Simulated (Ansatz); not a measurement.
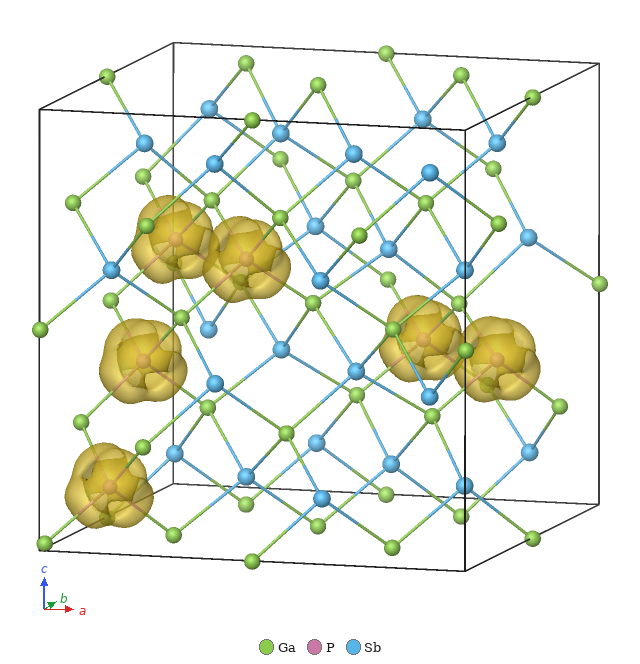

Figure. Ga$_{16}$Sb$_{13}$P$_{3}$. Isosurface of the ELF at 0.75 (yellow), seen slightly off an axis. Only the valence region is drawn (cores and ρ < 0.01 e/Å³ removed). Sticks mark near contacts.

Space group P1; a generated structure, not necessarily the stable one.

Level of theory: DFT PBEsol, scalar-relativistic, plane waves, PAW in Ansatz.

Question: Where are the electrons localised?

Answer: The ELF exceeds this value in six regions on P in which the atom's valence shell and bonds are merged, counted in one cell of 64 atoms. Regions shared between cells count once. Profiles from the grid: Ga–P (2.38 Å): the ELF peaks at about 0.90 in the valence shell of P, 0.9 Å from its nucleus, and is about 0.75 at the midpoint. Ga–Sb (2.59 Å): the ELF peaks at about 0.70 between the atoms.
